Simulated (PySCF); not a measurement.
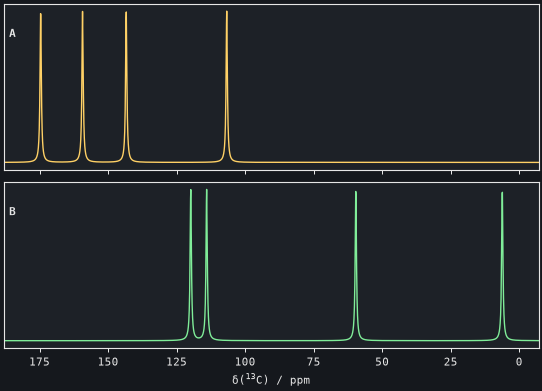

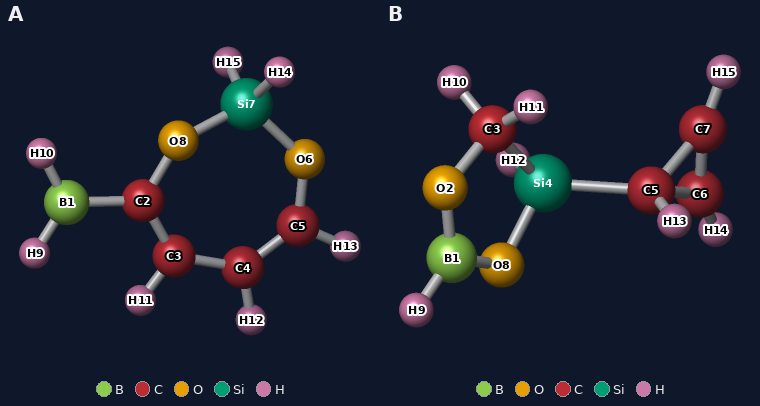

Related molecules: A is C₄H₇BO₂Si, SMILES BC1=CC=CO[SiH2]O1; B is C₄H₇BO₂Si, SMILES B1OC[Si@@H](C2C=C2)O1. GIAO ¹³C shifts against TMS, PBE0/pcSseg-1, PySCF, at a GFN2-xTB geometry (no frequency check); fully decoupled, line heights follow the number of nuclei within a panel, widths are arbitrary (no quadrupolar broadening); values of one conformer, averaged over nuclei that symmetry, rotation about single bonds or ring flips exchange, these motions taken as fast.

Assign the ¹³C signals of each molecule.

A: 174.6 (C2); 159.3 (C5); 143.4 (C3); 106.7 (C4)
B: 119.8 (C6); 114.0 (C7); 59.6 (C3); 6.2 (C5)

Limits of at least one run: the tight-binding geometry is rougher than a DFT one and adds to the error.
